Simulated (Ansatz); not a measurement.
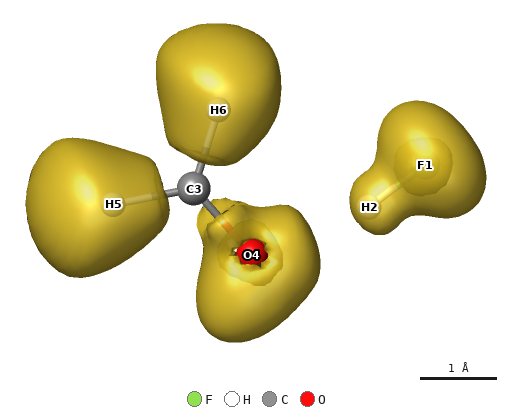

*HF···CH₂O (SMILES F.C=O). Isosurface of the ELF at 0.75 (yellow), seen at a tilt. Core shells and regions of very low density are left out.*

Geometry: PBE0-D4/def2-TZVP.

The calculation used RKS PBE0-D4/def2-TZVPPD (Ansatz 0.2.0).

Input

```
crystal:
  periodic: [false, false, false]
  atoms:
    - {symbol: F, position_ang: [0.096026, 0.566464, -2.143160]}
    - {symbol: H, position_ang: [0.317035, -0.015365, -1.436858]}
    - {symbol: C, position_ang: [-0.110478, -0.129353, 0.903734]}
    - {symbol: O, position_ang: [0.474547, -0.764876, 0.067078]}
    - {symbol: H, position_ang: [-0.124827, -0.455536, 1.957429]}
    - {symbol: H, position_ang: [-0.652203, 0.798667, 0.651776]}
basis:
  gaussian: {orbitals: "def2-TZVPPD.json"}
hamiltonian: {xc: pbe0, dispersion: d4}
output: {orbitals: {seedname: orbitals}}
```

Command:

```sh
ansatz run in.yaml --threads 2 --pin off --events-out ev --progress --plain --max-ram 5222MiB
```

**Describe the localisation domains.**

At this value the surface marks out two regions around hydrogen nuclei, one region on O in which the atom's valence shell and bonds are merged and one joined region spread over several atoms (F, H), in which their bonds and any lone pairs are merged. Profiles from the grid: O4···H2 (1.69 Å): the ELF dips to about 0.20 between them; by its geometry a hydrogen bond between the two molecules, with no shared pair. C–O (1.20 Å): the ELF peaks at about 0.85 between the atoms; a multiple bond.
